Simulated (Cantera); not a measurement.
Charge: 1 mol SiCl4, 0.14 mol O3, held at 750 Torr.

Cantera equilibrium calculation (NASA polynomials, part measured and part estimated; ideal gas, pure solids and liquids). Candidate condensed phases: Si, SiO2; 15 gas species. The tables' values for SiCl3 are old estimates; treat these amounts as uncertain. The tables hold silica as quartz up to 1696 K and as liquid above; real silica turns to tridymite and cristobalite and melts near 1996 K. Kinetics and transport are ignored.

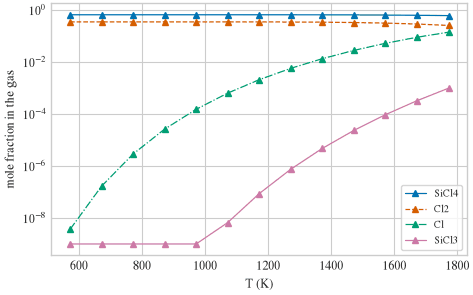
Figure: Equilibrium gas composition (values under 1e-9 drawn at 1e-9)

**Question.** Read off the mole fractions at 1073 K.

**Answer.** SiCl4 about 0.65, Cl2 about 0.35, Cl about 0.00063.
